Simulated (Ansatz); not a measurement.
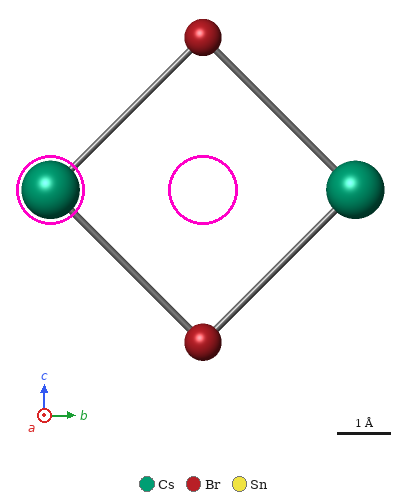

Perfect CsSnBr$_{3}$. The picture is a ball-and-stick view of the atoms within 4.6 Å of one point, in a slice 4.2 Å thick across the line of sight, seen along the a axis.

Method: Ansatz, DFT, PBEsol, PAW, plane waves. Settings: plane-wave cutoff 420 eV; k-point mesh 1 × 1 × 1; mesh shifted by (0.25, 0.25, 0.25); collinear spin. Fermi-Dirac smearing of 0.01 eV. A uniform background neutralises the charged cell. The axes drawn are those of the host's conventional cell.

A caesium atom is replaced by bromine and an extra caesium atom is put between the host's atoms (an interstitial), the two sites 2.9 Å apart at the ringed places, in charge state +1. The supercell has 40 sites, and the atoms are relaxed at the host's cell.

**Predict the relaxed surroundings of the defect.**

In the host the Cs atom has ; the Br atom ends with 1 Sn at 2.68 Å. The Cs atom starts with 4 Br at 2.87 to 2.88 Å, 2 Cs at 2.87 to 2.88 Å around its place and ends with 9 Br at 3.46 to 3.98 Å. Of the host's atoms, a bromine atom moves furthest from its site, by 1.53 Å. The Br atom itself moves 2.88 Å from where it was put. The Cs atom itself moves 2.27 Å from where it was put. The cell ends without a net magnetic moment.

The relaxed defect, seen from the same direction:

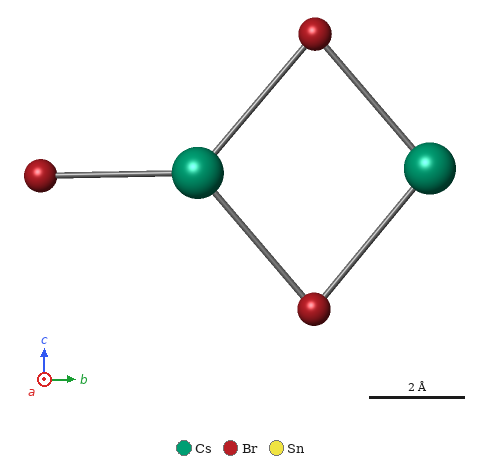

Limits of the set-up: the cell is charged, on a uniform background, and energies carry no finite-size correction.
